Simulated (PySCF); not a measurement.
# C7H10B2: magnetic properties

Aim: compute the magnetic properties of C7H10B2 (`B1C=CBC(C2CC2)=C1`).

Programs: PySCF 2.14.0, with routines of our own; each step states its level. All values are computed. Atoms count from 0.

## Step 1: The system as given

19 atoms, charge 0, multiplicity 1; geometry from: GFN2-xTB.

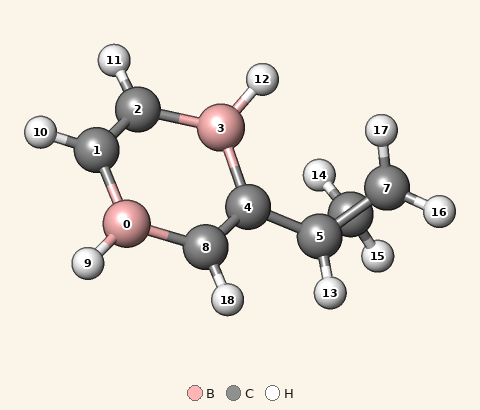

The starting geometry (boron pink, carbon grey, hydrogen white).

## Step 2: Magnetic properties: GIAO BHandHLYP/pcSseg-1

Job settings and geometry (Å):

```
{"job": {"kind": "mag", "xc": "BHandHLYP", "basis": "pcSseg-1", "isotopologues": 0}, "charge": 0, "multiplicity": 1}
B      2.363537     0.554924    -1.069272
C      2.907282    -0.179835     0.191977
C      2.060967    -0.706442     1.097522
B      0.563840    -0.320888     1.041759
C     -0.030188     0.183918    -0.312777
C     -1.478292     0.215052    -0.588036
C     -2.384796    -0.843823    -0.008285
C     -2.476444     0.554327     0.494920
C      0.838180     0.704278    -1.217216
H      3.087999     0.868840    -1.936991
H      3.974893    -0.338226     0.322037
H      2.465240    -1.274919     1.931269
H     -0.043710    -0.252682     2.042931
H     -1.734111     0.569128    -1.582289
H     -1.932692    -1.585765     0.632403
H     -3.180004    -1.225812    -0.630494
H     -3.329973     1.152385     0.212641
H     -2.098318     0.772207     1.480583
H      0.416786     1.162581    -2.110144
```

Method: GIAO BHandHLYP/pcSseg-1 magnetisability, rotational g tensor and spin-rotation constants, non-relativistic, gas phase.

Run with:

```sh
> OMP_NUM_THREADS=1 python excited_run.py task.json out
```

One launch serves the whole session: the jobs run in the order shown.

Output:

```text
coarse grid: 15976 points
cycle   1  E = -322.0545554615  dE =  1.651e+00  |g| = 3.618e-01  |ddm| = 3.870e+00
cycle   2  E = -322.0867193119  dE = -3.216e-02  |g| = 2.260e-01  |ddm| = 6.638e-01
cycle   3  E = -322.0991772268  dE = -1.246e-02  |g| = 7.786e-02  |ddm| = 2.855e-01
cycle   4  E = -322.1004473989  dE = -1.270e-03  |g| = 4.135e-02  |ddm| = 1.034e-01
cycle   5  E = -322.1008997963  dE = -4.524e-04  |g| = 2.647e-03  |ddm| = 4.057e-02
cycle   6  E = -322.1009029739  dE = -3.178e-06  |g| = 1.543e-03  |ddm| = 4.714e-03
final grid: 154592 points
cycle   7  E = -322.1467437384  dE = -2.870e-05  |g| = 4.057e-03  |ddm| = 2.044e-02
cycle   8  E = -322.1467444630  dE = -7.246e-07  |g| = 3.862e-03  |ddm| = 7.408e-03
cycle   9  E = -322.1467483029  dE = -3.840e-06  |g| = 6.146e-04  |ddm| = 3.710e-03
cycle  10  E = -322.1467483985  dE = -9.563e-08  |g| = 2.508e-04  |ddm| = 7.375e-04
cycle  11  E = -322.1467484198  dE = -2.126e-08  |g| = 3.737e-05  |ddm| = 3.221e-04
cycle  12  E = -322.1467484210  dE = -1.250e-09  |g| = 3.302e-05  |ddm| = 7.993e-05
cycle  13  E = -322.1467484215  dE = -5.045e-10  |g| = 7.521e-06  |ddm| = 5.364e-05
converged SCF energy = -322.1467484215

Magnetisability tensor (1e-30 J/T^2)
    -1039.72      -21.29      -66.97
      -21.29    -1228.38     -128.07
      -66.97     -128.07    -1025.35
isotropic -1097.82   principal values   -1299.55  -1057.41   -936.49
isotropic susceptibility -66.112 1e-6 cm^3/mol

Inertial axes            a          b          c
rot. const./GHz      3.9642     1.0650     0.9016
chi total           -62.519    -58.111    -77.706
chi diamagnetic    -431.114  -1245.846  -1459.713
chi paramagnetic    368.595   1187.735   1382.007
quadrupole/D A        2.231     -0.131     -2.100
g nuclear            0.6185     0.5745     0.5774
g electronic        -0.6865    -0.5942    -0.5854
g total             -0.0680    -0.0198    -0.0080

Spin-rotation constants (kHz, H = +C I.J)
atom  isotope        aa         bb         cc
  0    11B        1.506      0.423      0.139
  3    11B        1.460      0.402      0.204
  9     1H       -0.072      0.028     -0.093
 10     1H        0.483     -0.101     -0.105
 11     1H       -0.266      0.101     -0.103
 12     1H       -0.174      0.007     -0.056
 13     1H       -0.352      0.011     -0.106
 14     1H       -0.336     -0.033     -0.092
 15     1H       -0.178     -0.110     -0.055
 16     1H       -0.123     -0.095     -0.080
 17     1H       -0.348     -0.065     -0.053
 18     1H       -0.256      0.103     -0.112
  1    13C*       2.155      0.456      0.116
  2    13C*       1.800      0.548      0.139
  4    13C*       2.268      0.548      0.144
  5    13C*       0.517      0.169      0.147
  6    13C*       0.401      0.114      0.147
  8    13C*       1.628      0.516      0.136
* in the singly substituted isotopologue
```

Wall time 63 s (1 thread of Arm Neoverse N1, shared host); peak memory 0.86 GiB.

In short:

```csv
quantity,value
magnetisability,-1098·10⁻³⁰ J/T²
molar susceptibility,-66.1·10⁻⁶ cm³/mol
"rotational g (a, b, c)","-0.0680, -0.0198, -0.0080"
```

## Step 3: Magnetic properties: GIAO HSE06/ANO-RCC-VDZP

Settings changed since step 2:

```diff
@@ -1,2 +1,2 @@
-{"job": {"kind": "mag", "xc": "BHandHLYP", "basis": "pcSseg-1", "isotopologues": 0}, "charge": 0, "multiplicity": 1}
+{"job": {"kind": "mag", "xc": "HSE06", "basis": "ANO-RCC-VDZP"}, "charge": 0, "multiplicity": 1}
 B      2.363537     0.554924    -1.069272
```

Level: GIAO HSE06/ANO-RCC-VDZP magnetisability, rotational g tensor and spin-rotation constants, non-relativistic, gas phase.

Output:

```text
coarse grid: 15976 points
cycle   1  E = -322.0434536163  dE =  1.206e+00  |g| = 4.558e-01  |ddm| = 6.074e+00
cycle   2  E = -322.0304070176  dE =  1.305e-02  |g| = 5.143e-01  |ddm| = 1.082e+00
cycle   3  E = -322.1043316424  dE = -7.392e-02  |g| = 8.976e-02  |ddm| = 6.658e-01
cycle   4  E = -322.1053902276  dE = -1.059e-03  |g| = 6.755e-02  |ddm| = 1.651e-01
cycle   5  E = -322.1067297045  dE = -1.339e-03  |g| = 8.195e-03  |ddm| = 7.798e-02
cycle   6  E = -322.1067469933  dE = -1.729e-05  |g| = 3.678e-03  |ddm| = 1.131e-02
cycle   7  E = -322.1067504741  dE = -3.481e-06  |g| = 7.711e-04  |ddm| = 4.235e-03
final grid: 154592 points
cycle   8  E = -322.0960656166  dE = -7.220e-05  |g| = 6.946e-03  |ddm| = 5.612e-02
cycle   9  E = -322.0960584816  dE =  7.135e-06  |g| = 8.602e-03  |ddm| = 1.611e-02
cycle  10  E = -322.0960787208  dE = -2.024e-05  |g| = 1.365e-03  |ddm| = 9.832e-03
cycle  11  E = -322.0960791440  dE = -4.232e-07  |g| = 4.102e-04  |ddm| = 1.920e-03
cycle  12  E = -322.0960791840  dE = -4.005e-08  |g| = 1.460e-04  |ddm| = 5.056e-04
cycle  13  E = -322.0960791892  dE = -5.180e-09  |g| = 5.954e-05  |ddm| = 1.994e-04
cycle  14  E = -322.0960791902  dE = -1.013e-09  |g| = 1.081e-05  |ddm| = 6.819e-05
cycle  15  E = -322.0960791902  dE = -3.342e-11  |g| = 1.966e-06  |ddm| = 1.317e-05
converged SCF energy = -322.0960791902

Magnetisability tensor (1e-30 J/T^2)
     -985.06      -15.59      -64.55
      -15.59    -1158.10     -121.22
      -64.55     -121.22     -976.02
isotropic -1039.72   principal values   -1226.51  -1005.21   -887.45
isotropic susceptibility -62.614 1e-6 cm^3/mol

Inertial axes            a          b          c
rot. const./GHz      3.9642     1.0650     0.9016
chi total           -59.232    -55.200    -73.409
chi diamagnetic    -428.897  -1243.256  -1457.364
chi paramagnetic    369.665   1188.056   1383.956
quadrupole/D A        2.518     -0.480     -2.038
g nuclear            0.6185     0.5745     0.5774
g electronic        -0.6885    -0.5944    -0.5862
g total             -0.0700    -0.0199    -0.0088

Spin-rotation constants (kHz, H = +C I.J)
atom  isotope        aa         bb         cc
  0    11B        1.491      0.413      0.139
  3    11B        1.450      0.397      0.212
  9     1H       -0.062      0.031     -0.094
 10     1H        0.515     -0.098     -0.106
 11     1H       -0.253      0.110     -0.103
 12     1H       -0.160      0.011     -0.052
 13     1H       -0.337      0.015     -0.106
 14     1H       -0.328     -0.030     -0.090
 15     1H       -0.169     -0.108     -0.055
 16     1H       -0.113     -0.092     -0.080
 17     1H       -0.341     -0.062     -0.053
 18     1H       -0.248      0.111     -0.113
  1    13C*       2.081      0.445      0.116
  2    13C*       1.730      0.535      0.141
  4    13C*       2.184      0.541      0.148
  5    13C*       0.518      0.168      0.142
  6    13C*       0.379      0.112      0.140
  8    13C*       1.558      0.508      0.138
* in the singly substituted isotopologue
```

Wall time 5.9 min (1 thread of Arm Neoverse N1, shared host); peak memory 1 GiB.

In short:

```csv
quantity,value
magnetisability,-1040·10⁻³⁰ J/T²
molar susceptibility,-62.6·10⁻⁶ cm³/mol
"rotational g (a, b, c)","-0.0700, -0.0199, -0.0088"
```

## Step 4: Magnetic properties: GIAO wB97X/6-31G

Settings changed since step 3:

```diff
@@ -1,2 +1,2 @@
-{"job": {"kind": "mag", "xc": "HSE06", "basis": "ANO-RCC-VDZP"}, "charge": 0, "multiplicity": 1}
+{"job": {"kind": "mag", "xc": "wB97X", "basis": "6-31G", "scf": {"damp": 2.0, "aux": "def2-universal-jfit", "max_cycle": 74}}, "charge": 0, "multiplicity": 1}
 B      2.363537     0.554924    -1.069272
```

Level: GIAO wB97X/6-31G magnetisability, rotational g tensor and spin-rotation constants, non-relativistic, gas phase.

Output:

```text
damping 2.00 in the first 6 cycles
final grid: 154592 points
cycle   1  E = -322.1852646315  dE =  1.970e+00  |g| = 3.011e-01  |ddm| = 4.074e+00
cycle   2  E = -321.6448933094  dE =  5.404e-01  |g| = 9.227e-01  |ddm| = 2.113e+00
cycle   3  E = -301.0160264858  dE =  2.063e+01  |g| = 6.505e+00  |ddm| = 1.621e+01
cycle   4  E = -207.9321432474  dE =  9.308e+01  |g| = 9.484e+00  |ddm| = 3.640e+01
cycle   5  E = -27.2877423641  dE =  1.806e+02  |g| = 8.142e+00  |ddm| = 1.832e+02
cycle   6  E = -30.1594411935  dE = -2.872e+00  |g| = 8.045e+00  |ddm| = 2.609e+02
cycle   7  E = -32.0001115337  dE = -1.841e+00  |g| = 7.621e+00  |ddm| = 2.622e+02
cycle   8  E = -263.0715903423  dE = -2.311e+02  |g| = 9.566e+00  |ddm| = 2.038e+02
cycle   9  E = -321.0420037002  dE = -5.797e+01  |g| = 2.064e+00  |ddm| = 2.609e+01
cycle  10  E = -321.8797947681  dE = -8.378e-01  |g| = 1.089e+00  |ddm| = 3.270e+00
cycle  11  E = -322.1942725915  dE = -3.145e-01  |g| = 3.028e-01  |ddm| = 1.601e+00
cycle  12  E = -322.2202208042  dE = -2.595e-02  |g| = 8.144e-02  |ddm| = 3.495e-01
cycle  13  E = -322.2227005790  dE = -2.480e-03  |g| = 1.587e-02  |ddm| = 1.219e-01
cycle  14  E = -322.2230018725  dE = -3.013e-04  |g| = 1.080e-02  |ddm| = 4.779e-02
cycle  15  E = -322.2230692821  dE = -6.741e-05  |g| = 4.769e-03  |ddm| = 1.920e-02
cycle  16  E = -322.2231047481  dE = -3.547e-05  |g| = 1.780e-03  |ddm| = 1.785e-02
cycle  17  E = -322.2231096899  dE = -4.942e-06  |g| = 8.324e-04  |ddm| = 6.114e-03
cycle  18  E = -322.2231108352  dE = -1.145e-06  |g| = 2.982e-04  |ddm| = 2.979e-03
cycle  19  E = -322.2231110274  dE = -1.921e-07  |g| = 6.749e-05  |ddm| = 1.667e-03
cycle  20  E = -322.2231110330  dE = -5.671e-09  |g| = 3.909e-05  |ddm| = 2.320e-04
cycle  21  E = -322.2231110343  dE = -1.237e-09  |g| = 9.507e-06  |ddm| = 1.266e-04
cycle  22  E = -322.2231110344  dE = -9.902e-11  |g| = 3.816e-06  |ddm| = 2.828e-05
converged SCF energy = -322.2231110344

Magnetisability tensor (1e-30 J/T^2)
    -1022.01      -31.50      -58.24
      -31.50    -1267.21     -143.90
      -58.24     -143.90    -1028.44
isotropic -1105.89   principal values   -1343.73  -1033.79   -940.14
isotropic susceptibility -66.598 1e-6 cm^3/mol

Inertial axes            a          b          c
rot. const./GHz      3.9642     1.0650     0.9016
chi total           -61.461    -57.975    -80.358
chi diamagnetic    -428.828  -1243.329  -1457.636
chi paramagnetic    367.367   1185.354   1377.277
quadrupole/D A        2.244     -0.511     -1.733
g nuclear            0.6185     0.5745     0.5774
g electronic        -0.6842    -0.5930    -0.5834
g total             -0.0657    -0.0186    -0.0060

Spin-rotation constants (kHz, H = +C I.J)
atom  isotope        aa         bb         cc
  0    11B        1.363      0.380      0.113
  3    11B        1.318      0.361      0.181
  9     1H       -0.068      0.029     -0.098
 10     1H        0.454     -0.100     -0.110
 11     1H       -0.270      0.095     -0.107
 12     1H       -0.167      0.008     -0.057
 13     1H       -0.379      0.005     -0.111
 14     1H       -0.364     -0.038     -0.097
 15     1H       -0.200     -0.117     -0.060
 16     1H       -0.145     -0.101     -0.086
 17     1H       -0.376     -0.070     -0.058
 18     1H       -0.263      0.093     -0.115
  1    13C*       1.894      0.409      0.090
  2    13C*       1.615      0.483      0.111
  4    13C*       2.014      0.485      0.120
  5    13C*       0.442      0.138      0.118
  6    13C*       0.306      0.089      0.125
  8    13C*       1.462      0.459      0.113
* in the singly substituted isotopologue
```

It took 44 s on 1 thread of Arm Neoverse N1, shared host; peak memory 0.58 GiB.

The run ended normally, but its values are not to be used for the molecule: the fitting basis def2-universal-jfit is not made for Coulomb and exchange fitting here.

## Step 5: The levels compared

```csv
level,ξ (10⁻³⁰ J/T²),g(a),g(b),gap (eV),functions,time
GIAO BHandHLYP/pcSseg-1,-1098,-0.0680,-0.0198,5.56,203,63 s
GIAO HSE06/ANO-RCC-VDZP,-1040,-0.0700,-0.0199,2.95,176,5.9 min
```

## Step 6: Summary of results

```
                                                quantity                               value
       magnetisability (step 2, GIAO BHandHLYP/pcSseg-1)                    -1098·10⁻³⁰ J/T²
  molar susceptibility (step 2, GIAO BHandHLYP/pcSseg-1)                  -66.1·10⁻⁶ cm³/mol
rotational g (a, b, c) (step 2, GIAO BHandHLYP/pcSseg-1)           -0.0680, -0.0198, -0.0080
                         magnetisability over the levels           -1098 to -1040·10⁻³⁰ J/T²
                                                    runs  0 failed, 1 ended on unsound input
```

In words: The magnetisability spreads by 5.4 % over 2 levels, from GIAO BHandHLYP/pcSseg-1 (63 s) to GIAO HSE06/ANO-RCC-VDZP (5.9 min); the runs took 63 s to 5.9 min. Two levels can agree by chance, so this spread shows no convergence. Vibrational averaging and real surroundings are missing from these values.
